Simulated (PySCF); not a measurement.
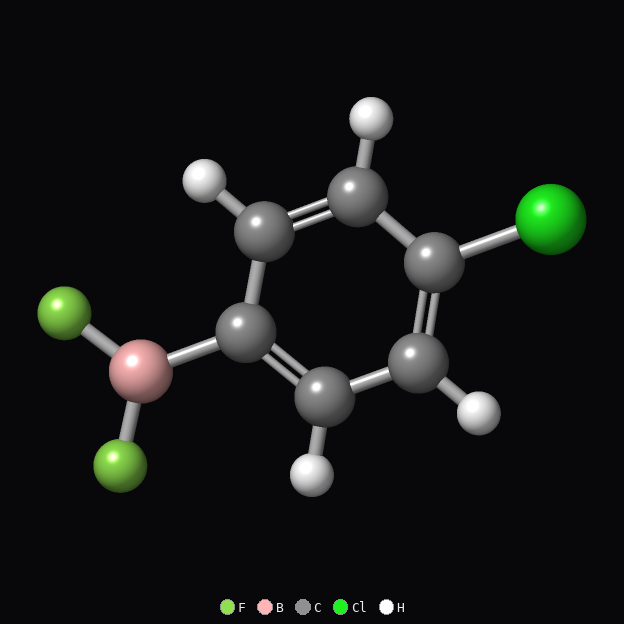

Ball-and-stick drawing of a structure. Multiple sticks mark multiple bonds (one Kekulé form).

The computed structure is the end point of a GFN2-xTB optimisation. No frequency run is at hand to confirm it as a minimum.

**Count the atoms of each element.**

C₆H₄BClF₂, 14 atoms: 6 carbon, 4 hydrogen, 1 boron, 1 chlorine and 2 fluorine.

**What is its SMILES?**

FB(F)c1ccc(Cl)cc1

More results for the same structure follow; atom numbers are the same in all pictures, views and colours differ.

Geometry

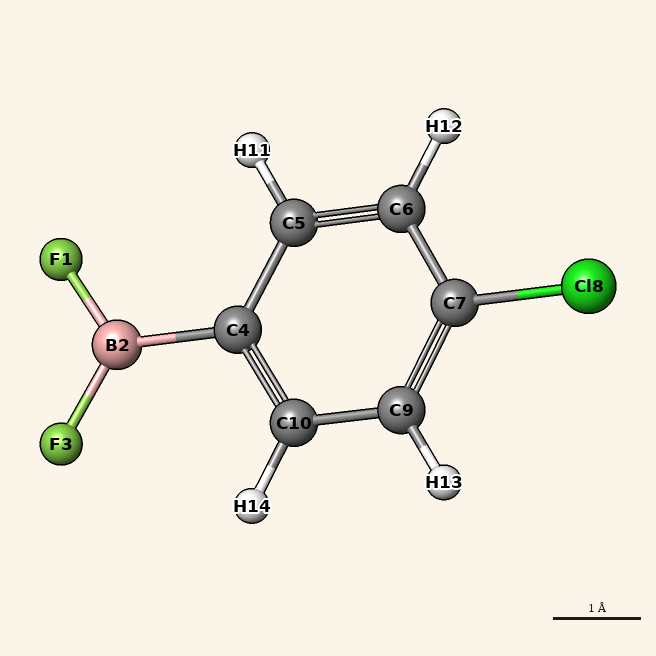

No frequency run is at hand to confirm it as a minimum.

Give these bond angles: F1–B2–F3, F1–B2–C4, B2–C4–C5, C5–C4–C10, C6–C7–C9, C6–C7–Cl8, C5–C6–C7, C7–C6–H12, C5–C6–H12, C4–C5–C6, C4–C5–H11, C6–C5–H11.

| angle | degrees |
| --- | --- |
| F1–B2–F3 | 114.0 |
| F1–B2–C4 | 123.0 |
| B2–C4–C5 | 121.0 |
| C5–C4–C10 | 118.0 |
| C6–C7–C9 | 120.8 |
| C6–C7–Cl8 | 119.6 |
| C5–C6–C7 | 119.3 |
| C7–C6–H12 | 119.9 |
| C5–C6–H12 | 120.8 |
| C4–C5–C6 | 121.3 |
| C4–C5–H11 | 119.0 |
| C6–C5–H11 | 119.7 |

NMR shielding

The questions are on isotropic NMR shieldings of the H atoms. No frequency run is at hand to confirm it as a minimum. Level of theory: GIAO PBE0/pcSseg-1 NMR shielding, non-relativistic, gas phase (PySCF 2.14.0).

List the isotropic NMR shieldings of the H atoms.

```
atom  σ (ppm)
 H11    23.51
 H12    24.00
 H13    24.00
 H14    23.51
```

Ring current

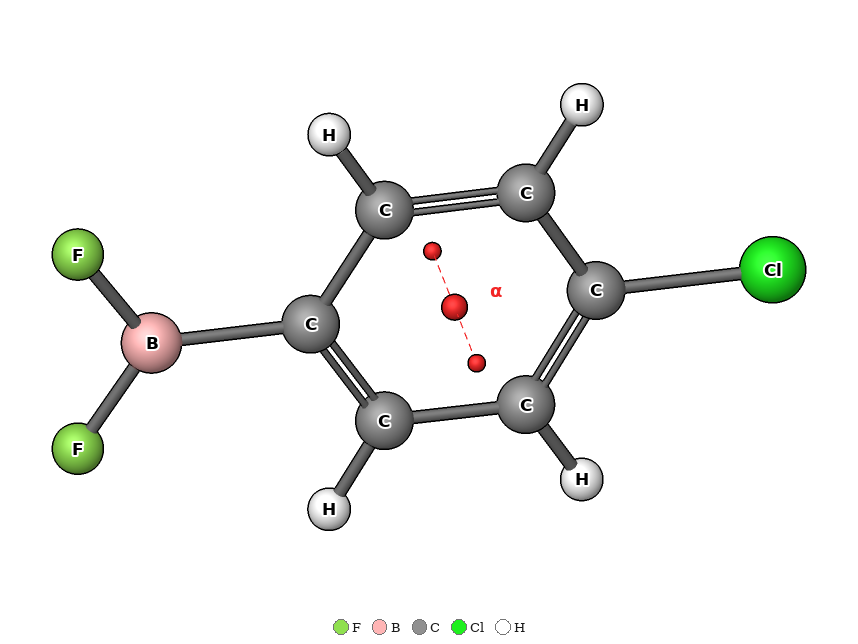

The small points mark where nucleus-independent chemical shifts (NICS) were computed: at the centre of each lettered ring and 1 Å above and below it. No frequency run is at hand to confirm it as a minimum. Level of theory: GIAO PBE0/pcSseg-1 NMR shielding, non-relativistic, gas phase (PySCF 2.14.0).

Give NICS(0), NICS(1) and the out-of-plane component NICS(1)zz for each ring (means of the two sides).

| ring | members | NICS(0) | NICS(1) | NICS(1)zz |
| --- | --- | --- | --- | --- |
| α | C6 | −8.3 | −10.9 | −26.6 |

Values in ppm.

**What do the values say about the ring currents?**

Ring α: diatropic, as in an aromatic ring. NICS is one index among several.

Polarisability

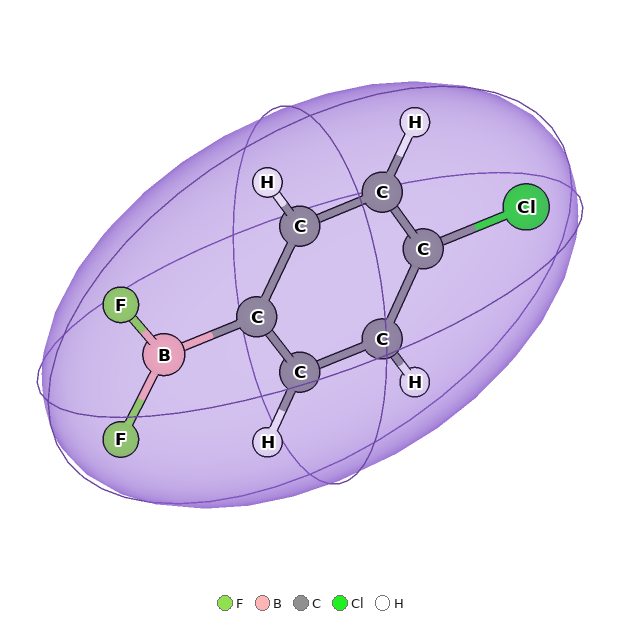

The ellipsoid shows the static dipole polarisability: its half-axes are proportional to the principal values. No frequency run is at hand to confirm it as a minimum. Level of theory: PBE0/def2-SVPD (PySCF 2.14.0).

**Give the principal values, the mean and the anisotropy.**

Principal values 56.5, 93.6, 139.1 bohr³; mean 96.4 bohr³ (14.28 Å³); anisotropy 71.6 bohr³, so the longest axis is 2.46 times the shortest.

The geometry is semi-empirical. Around B such bond lengths and angles can be off by a tenth of an ångström or more and by several degrees, and values that hang on the shape move with them.
